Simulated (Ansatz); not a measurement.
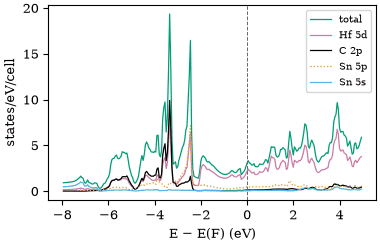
*Total and projected density of states of Hf₂SnC in space group P6_3/mmc (No. 194; Hf on 4f, Sn on 2d, C on 2a), DFT-r²SCAN in the program Ansatz with PAW potentials*

**Question.** Which orbitals carry the states next to the Fermi level?

**Answer.** Within 0.5 eV of the Fermi level: Hf 5d 71 %, Sn 5p 17 %. Projections are on Löwdin-orthogonalised atomic valence shells; empty p or d shells of many metals are not among them.

**Question.** Where is the tallest occupied peak in this window, and what makes it?

**Answer.** Near -3.3 eV, about 19 states/eV per cell; the largest projected share is C 2p.

The first step of the workflow began from a Materials Project structure, measured or hypothetical; the Crystallography Open Database copy checked does not list it. Whether it is the stable phase at ambient conditions was not checked. The cell was relaxed with r²SCAN under the symmetry of its start; whether a distortion lowers the energy is not shown. The run is not spin-polarised. Spin–orbit coupling is left out wherever it is not named.

Potentials: the later of the program's two PAW sets.
